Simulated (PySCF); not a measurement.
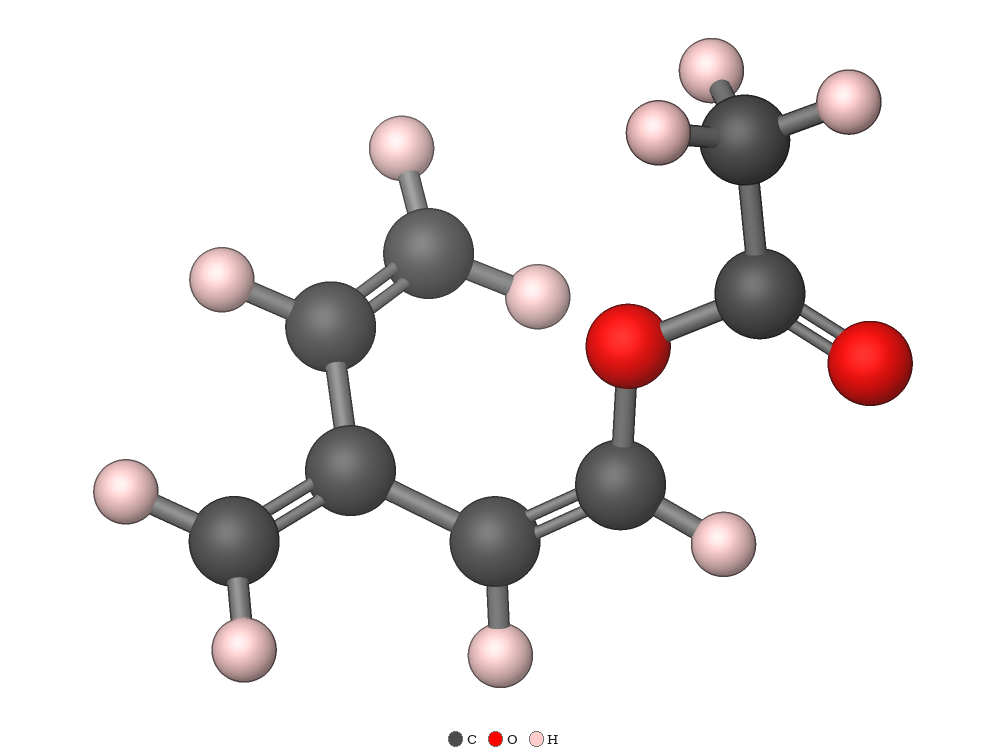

A ball-and-stick model of a molecule.

**Count the atoms of each element.**

C8H10O2, 20 atoms: 8 carbon, 10 hydrogen and 2 oxygen.

**Count the bonded pairs by element.**

10 C–H, 6 C–C, 3 C–O.

**Name functional groups in it.**

Among them: ester, alkene.

The parts below concern this one geometry. Atoms keep their numbers from picture to picture. Computed geometry: PBE0-D3(BJ)/def2-SVP optimisation. No frequency run is at hand to confirm it as a minimum.

### Geometry

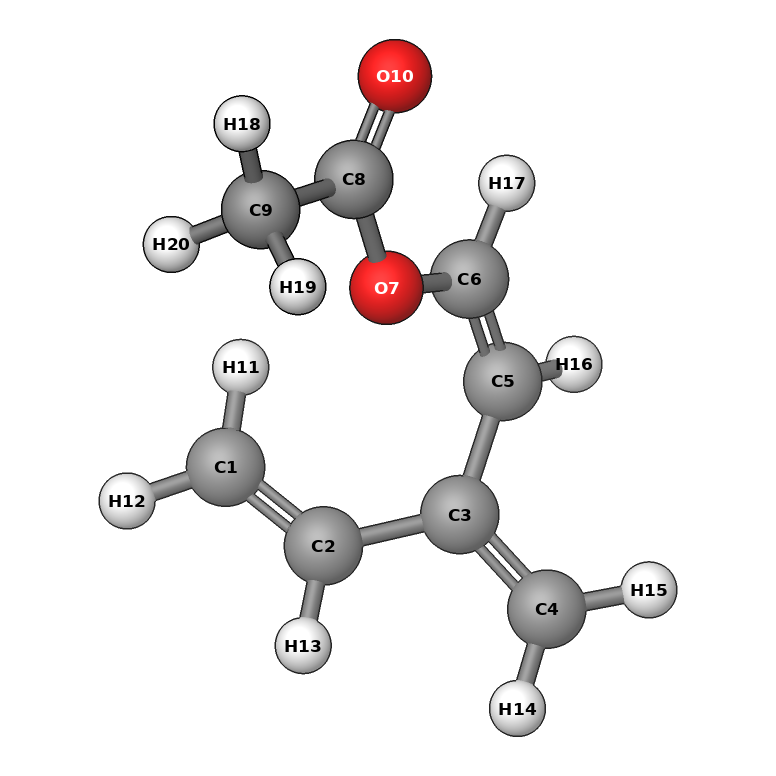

No frequency run is at hand to confirm it as a minimum.

What are the angles C2–C1–H12, C2–C3–C4, C3–C2–H13, C3–C4–H14, C3–C4–H15, C3–C5–C6, C3–C5–H16, C4–C3–C5, O7–C6–H17, O7–C8–O10, C8–C9–H18, C8–C9–H20?

| angle | degrees |
| --- | --- |
| C2–C1–H12 | 120.9 |
| C2–C3–C4 | 119.5 |
| C3–C2–H13 | 114.5 |
| C3–C4–H14 | 120.9 |
| C3–C4–H15 | 121.6 |
| C3–C5–C6 | 127.4 |
| C3–C5–H16 | 117.1 |
| C4–C3–C5 | 119.4 |
| O7–C6–H17 | 114.7 |
| O7–C8–O10 | 123.3 |
| C8–C9–H18 | 109.7 |
| C8–C9–H20 | 109.2 |

### Electronic properties

No frequency run is at hand to confirm it as a minimum. Method: ωB97X-D/def2-SVPD, gas phase (PySCF 2.14.0). Excitations: vertical, linear response.

**Give the HOMO energy (Kohn–Sham orbital) at this level.**

−8.37 eV.

**Estimate the lowest vertical singlet excitation.**

5.30 eV.

**Give the LUMO energy (Kohn–Sham orbital) at this level.**

0.55 eV.

**Estimate the dipole moment.**

1.91 D.

### Quadrupole coupling

No frequency run is at hand to confirm it as a minimum. Electric field gradients from the ground-state density, PBE0/pcSseg-1 (PySCF 2.14.0), non-relativistic apart from any core potentials.

Give the largest field-gradient component, the quadrupole coupling constant and the asymmetry for 17O at O7 (Q = −25.6 mb), 17O at O10 (Q = −25.6 mb), 2H at H11 (Q = 2.86 mb), 2H at H12 (Q = 2.86 mb), 2H at H13 (Q = 2.86 mb), 2H at H14 (Q = 2.86 mb).

```json
{"atom": "O7", "V_zz (a.u.)": "1.644", "e²qQ/h (MHz)": "−9.89", "η": "0.16"}
{"atom": "O10", "V_zz (a.u.)": "−1.625", "e²qQ/h (MHz)": "9.78", "η": "0.24"}
{"atom": "H11", "V_zz (a.u.)": "0.306", "e²qQ/h (MHz)": "0.205", "η": "0.06"}
{"atom": "H12", "V_zz (a.u.)": "0.308", "e²qQ/h (MHz)": "0.207", "η": "0.05"}
{"atom": "H13", "V_zz (a.u.)": "0.297", "e²qQ/h (MHz)": "0.200", "η": "0.08"}
{"atom": "H14", "V_zz (a.u.)": "0.306", "e²qQ/h (MHz)": "0.206", "η": "0.07"}
```

### Bond orders

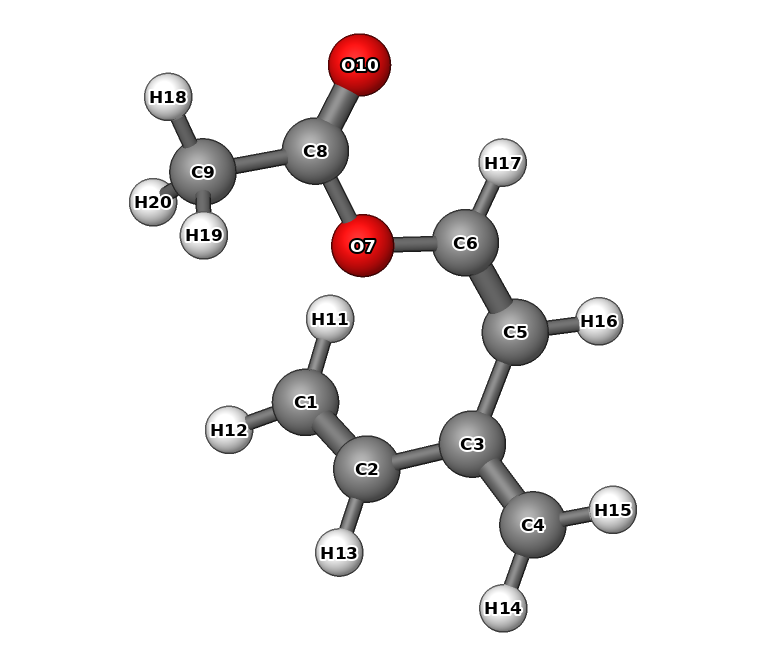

The thickness of each stick grows with its Mayer bond order. No frequency run is at hand to confirm it as a minimum. Computed with PBE0/pcSseg-1 (PySCF 2.14.0).

List the Mayer bond orders of C1–C2, C2–C3, C3–C4, C3–C5, C5–C6, C6–O7, O7–C8, C8–C9, C8–O10 (bonds between heavy atoms, one of each equivalent set).

```json
{"bond": "C1–C2", "Mayer order": "1.92", "length (Å)": "1.338"}
{"bond": "C2–C3", "Mayer order": "1.09", "length (Å)": "1.469"}
{"bond": "C3–C4", "Mayer order": "1.88", "length (Å)": "1.348"}
{"bond": "C3–C5", "Mayer order": "1.03", "length (Å)": "1.479"}
{"bond": "C5–C6", "Mayer order": "1.87", "length (Å)": "1.337"}
{"bond": "C6–O7", "Mayer order": "0.94", "length (Å)": "1.363"}
{"bond": "O7–C8", "Mayer order": "1.02", "length (Å)": "1.359"}
{"bond": "C8–C9", "Mayer order": "1.02", "length (Å)": "1.496"}
{"bond": "C8–O10", "Mayer order": "1.98", "length (Å)": "1.198"}
```
